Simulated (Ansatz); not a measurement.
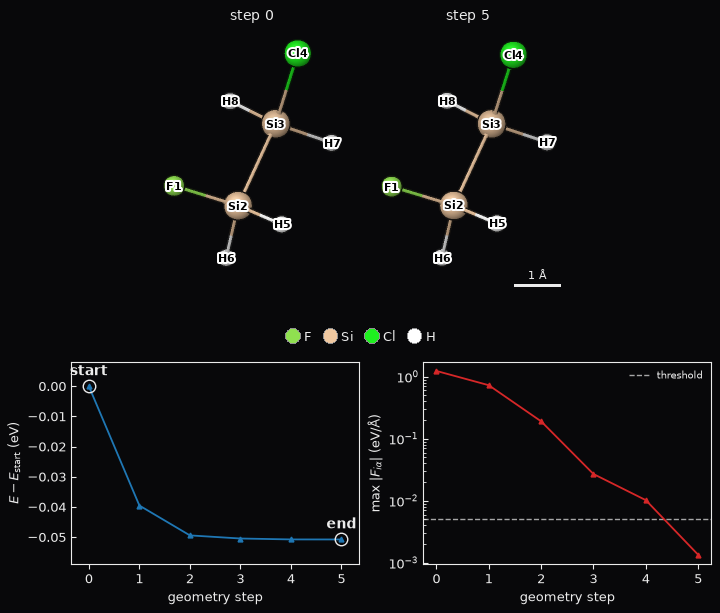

First and last geometry of a relaxation of Si$_{2}$H$_{4}$ClF, with the history of the run. A ball-and-stick model, seen from a free direction.

The start comes from PBE-D4/def2-SVP.

The calculation used RKS PBE0-D4/def2-TZVP (Ansatz 0.2.0).

Input
```yaml
crystal:
  periodic: [false, false, false]
  atoms:
    - {symbol: F, position_ang: [-1.808942, 1.439924, 0.042420]}
    - {symbol: Si, position_ang: [-0.185875, 1.186560, 0.122690]}
    - {symbol: Si, position_ang: [0.237275, -1.127118, 0.034681]}
    - {symbol: Cl, position_ang: [-0.347888, -1.870353, -1.827915]}
    - {symbol: H, position_ang: [0.471007, 1.902085, -1.024871]}
    - {symbol: H, position_ang: [0.321876, 1.741838, 1.427897]}
    - {symbol: H, position_ang: [1.711888, -1.373671, 0.218287]}
    - {symbol: H, position_ang: [-0.514341, -1.864764, 1.107010]}
basis:
  gaussian: {orbitals: def2-TZVP}
hamiltonian: {xc: pbe0, dispersion: d4}
relax: {f_tol: 0.005, max_steps: 150}
```

Question: What do the curves and the structures tell?

Answer: It converged. The atom that moves furthest after the best rigid fit is F1 (0.040 Å). Largest moves by element: F 0.040 Å, Cl 0.035 Å, H 0.030 Å, Si 0.008 Å. Some distances before and after: F1–Si2 1.645 → 1.603 Å, Si3–Cl4 2.089 → 2.060 Å, Si2–H6 1.507 → 1.487 Å, Si2–H5 1.503 → 1.485 Å. After 5 geometry steps the energy has fallen by 0.051 eV. Largest force component: 1.2 eV/Å at the start, 0.0013 eV/Å at the end. The run took about 50 core-seconds on a shared host.
